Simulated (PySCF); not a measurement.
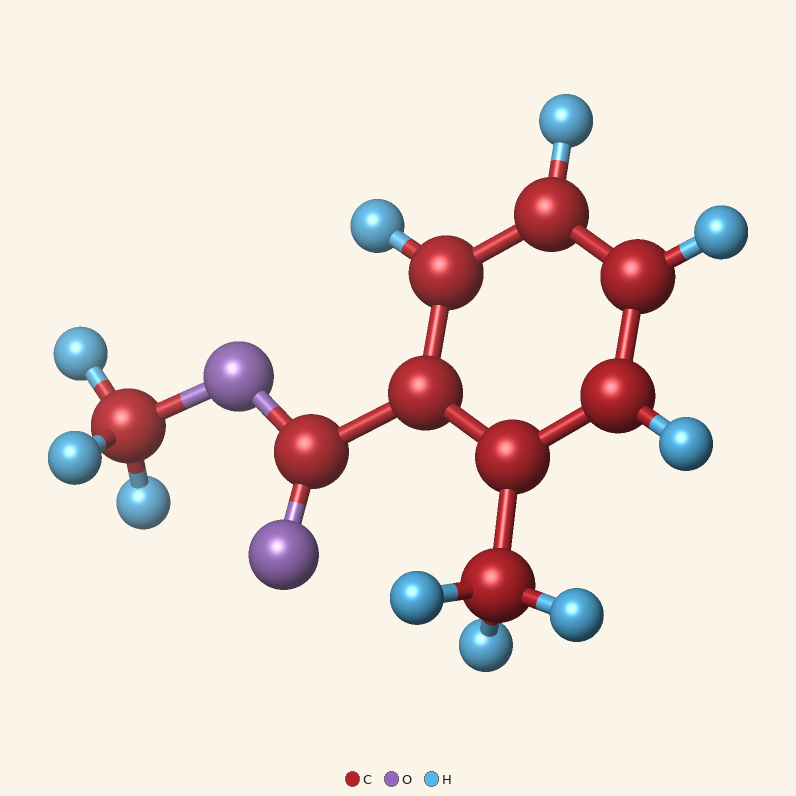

A ball-and-stick model of a molecule.

> Give the formula.

C₉H₁₀O₂, 21 atoms: 9 carbon, 10 hydrogen and 2 oxygen.

> Count the bonded pairs by element.

10 C–H, 8 C–C, 3 C–O.

More results for the same structure follow; atom numbers are the same in all pictures, views and colours differ. The computed structure is the end point of a PBE0-D3(BJ)/def2-SVP optimisation. No frequency run is at hand to confirm it as a minimum.

**Shape**

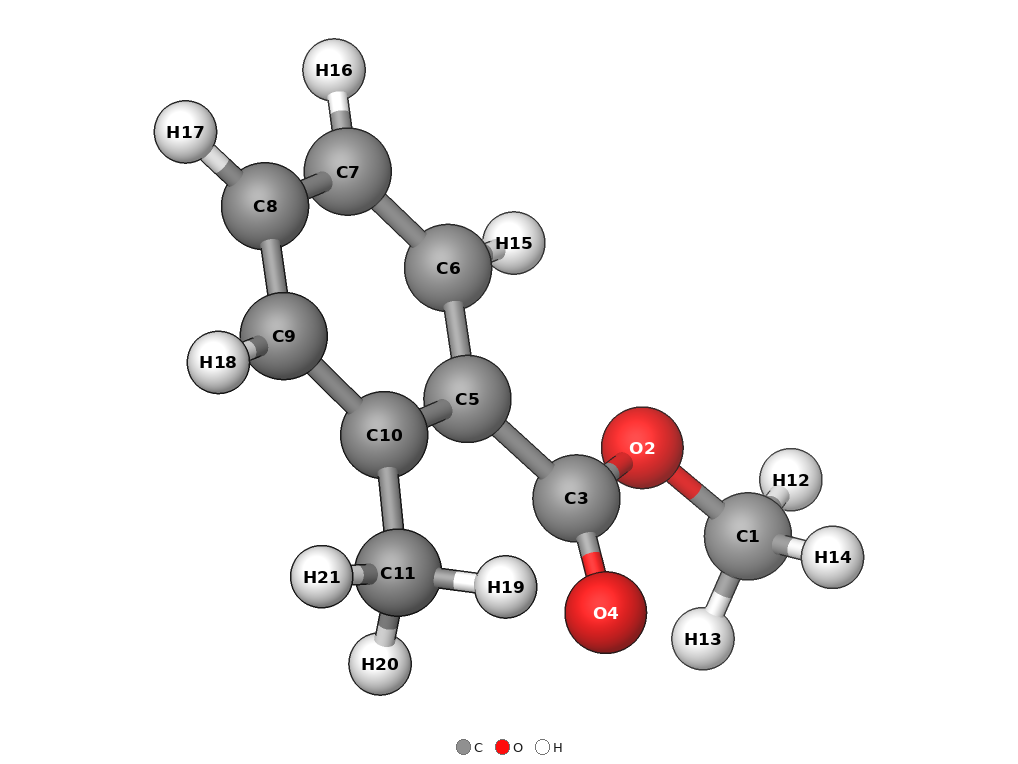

Atoms carry their numbers in the input. No frequency run is at hand to confirm it as a minimum.

List the bonds and their lengths. Leave out bonds to hydrogen.

| bond | length (Å) | order |
| --- | --- | --- |
| C1–O2 | 1.414 | single |
| O2–C3 | 1.342 | single |
| C3–O4 | 1.208 | double |
| C3–C5 | 1.487 | single |
| C5–C6 | 1.403 | aromatic |
| C5–C10 | 1.414 | aromatic |
| C6–C7 | 1.389 | aromatic |
| C7–C8 | 1.393 | aromatic |
| C8–C9 | 1.392 | aromatic |
| C9–C10 | 1.400 | aromatic |
| C10–C11 | 1.500 | single |

**NMR shielding**

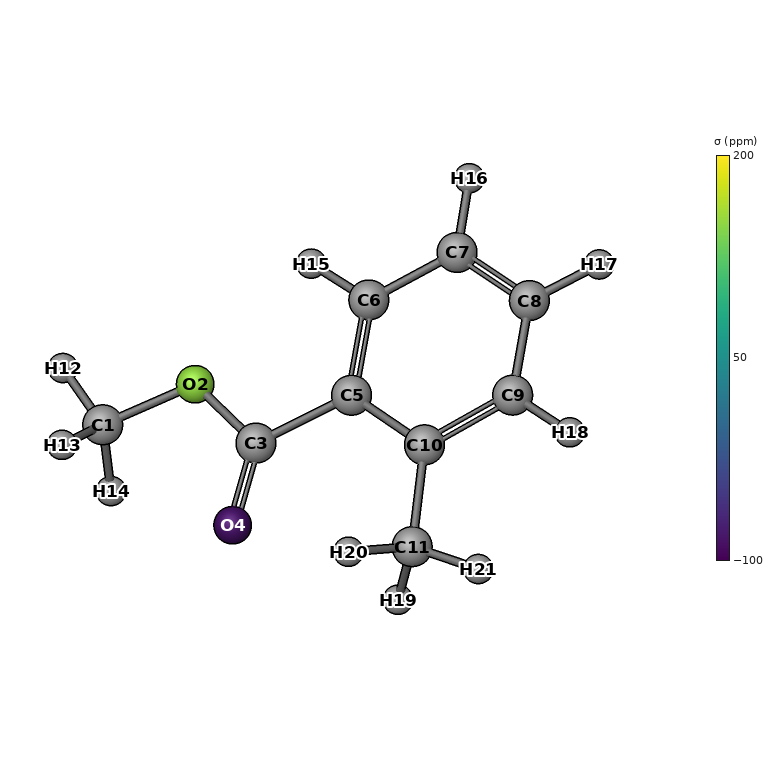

Atoms are coloured by their isotropic NMR shieldings (O only, the others grey). No frequency run is at hand to confirm it as a minimum. Level of theory: GIAO PBE0/pcSseg-1 NMR shielding, non-relativistic, IEF-PCM dichloromethane (PySCF 2.14.0).

Give the isotropic NMR shieldings of the O atoms atom by atom.

| atom | σ (ppm) |
| --- | --- |
| O2 | 150.3 |
| O4 | −82.5 |

**Electronic properties**

No frequency run is at hand to confirm it as a minimum. Level of theory: PBE0/pcSseg-1 in dichloromethane (IEF-PCM) (PySCF 2.14.0).

> Give the LUMO energy (Kohn–Sham orbital) at this level.

−1.41 eV.

> What is the HOMO energy (Kohn–Sham orbital)?

−7.30 eV.

> Estimate the dipole moment.

1.90 D.

**Ring current**

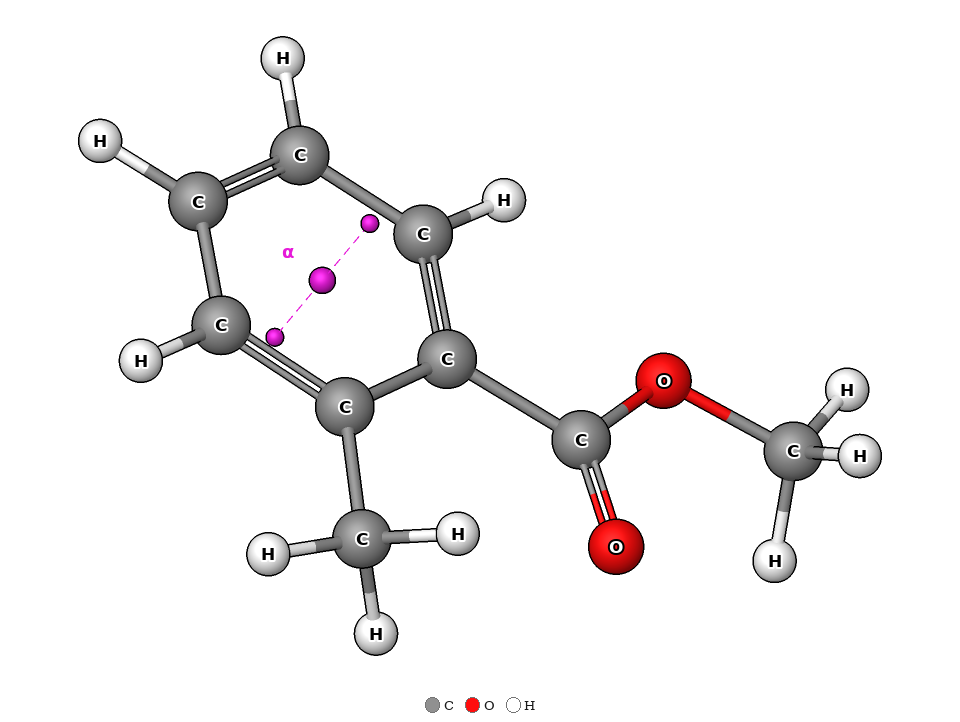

The small points mark where nucleus-independent chemical shifts (NICS) were computed: at the centre of each lettered ring and 1 Å above and below it. No frequency run is at hand to confirm it as a minimum. Level of theory: GIAO PBE0/pcSseg-1 NMR shielding, non-relativistic, IEF-PCM dichloromethane (PySCF 2.14.0).

Give NICS(0), NICS(1) and the out-of-plane component NICS(1)zz for each ring (means of the two sides).

```
ring  members  NICS(0)  NICS(1)  NICS(1)zz
   α       C6     −8.4    −11.2      −27.0
```

Values in ppm.

> What do the values say about the ring currents?

Ring α: diatropic, as in an aromatic ring. NICS is one index among several.

**Charges**

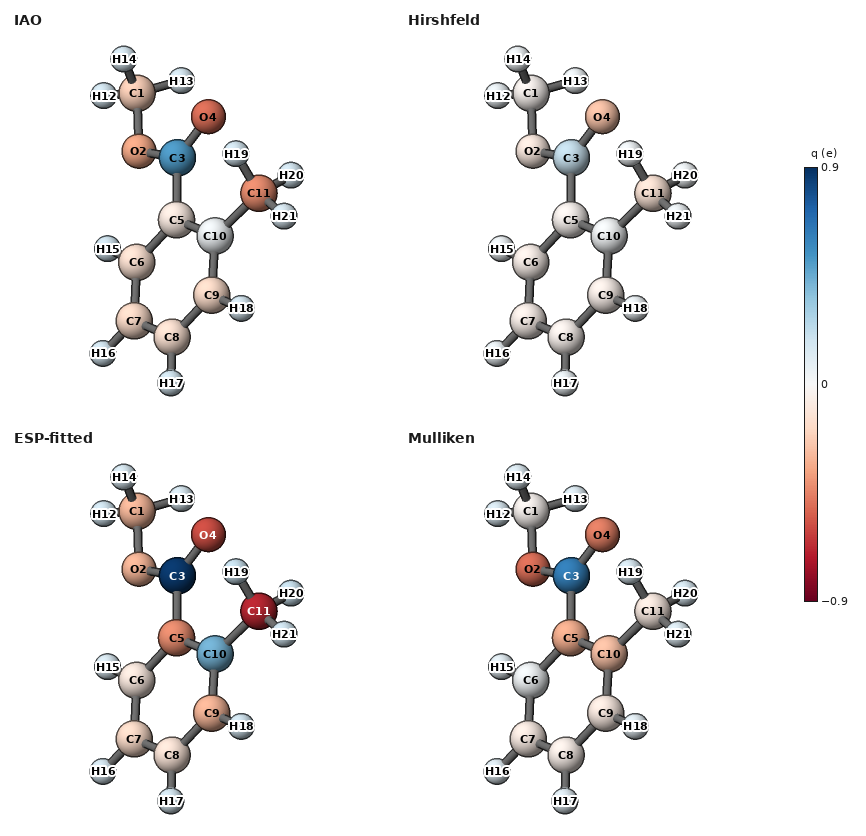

Atomic charges of one calculation by 4 schemes, on one colour scale. No frequency run is at hand to confirm it as a minimum. Level of theory: PBE0/pcSseg-1 in chloroform (IEF-PCM) (PySCF 2.14.0).

> Which scheme gives the most polar picture (largest mean size of the charges)?

The ESP-fitted charges are the largest in size here, and the Hirshfeld charges the smallest.

> On which atom do the schemes disagree most?

On C10 (from −0.26 to 0.43 e).

List the charges (e), one line for each set of equivalent atoms. Atoms whose distances differ by more than 0.02 Å in this geometry are listed apart.

```
atom    IAO  Hirshfeld  ESP-fitted  Mulliken
  C1  −0.21      −0.03       −0.29     −0.03
  O2  −0.34      −0.09       −0.30     −0.49
  C3   0.51       0.21        0.86      0.61
  O4  −0.49      −0.25       −0.58     −0.46
  C5  −0.08      −0.03       −0.42     −0.32
  C6  −0.13      −0.05       −0.09      0.03
  C7  −0.16      −0.05       −0.17     −0.07
  C8  −0.13      −0.04       −0.11     −0.05
  C9  −0.16      −0.05       −0.30     −0.08
 C10   0.04       0.02        0.43     −0.26
 C11  −0.42      −0.12       −0.68     −0.08
 H12   0.17       0.06        0.17      0.14
 H13   0.15       0.05        0.14      0.12
 H14   0.15       0.05        0.14      0.12
 H15   0.17       0.05        0.14      0.09
 H16   0.16       0.06        0.15      0.11
 H17   0.16       0.06        0.16      0.11
 H18   0.16       0.05        0.17      0.10
 H19   0.16       0.04        0.20      0.14
 H20   0.16       0.04        0.20      0.14
 H21   0.14       0.05        0.18      0.12
```

Mulliken values depend strongly on the basis set and can even reverse the polarity of a bond.
